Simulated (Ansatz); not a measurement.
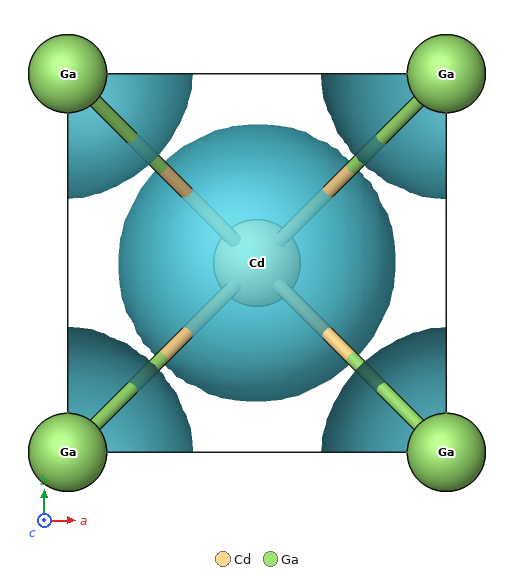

The picture shows: CdGa. Isosurface of the valence electron density at 0.3 e/Å³ (cyan), seen along the c axis. Sticks mark near contacts.

Space group P4/mmm; started from the CuAu (L1_0)_123 prototype, which need not be the ambient phase; computed without spin polarisation.

Theory: DFT PBE, scalar-relativistic, plane waves, PAW in Ansatz.

The density is the valence pseudo-density of a PAW calculation; it isn't the true density close to the nuclei.

**What does this surface tell about the bonding?**

At this value the density breaks into separate islands; it holds about 85 % of the electrons treated as valence (semicore included). It bridges none of the near contacts. It is pinched off along the shortest Cd–Ga (3.09 Å) and Cd–Cd (3.17 Å) contacts. On the grid the lowest density along these lines, outside the cores, is 0.15 e/Å³ (Cd–Ga, 3.09 Å) and 0.14 e/Å³ (Cd–Cd, 3.17 Å).
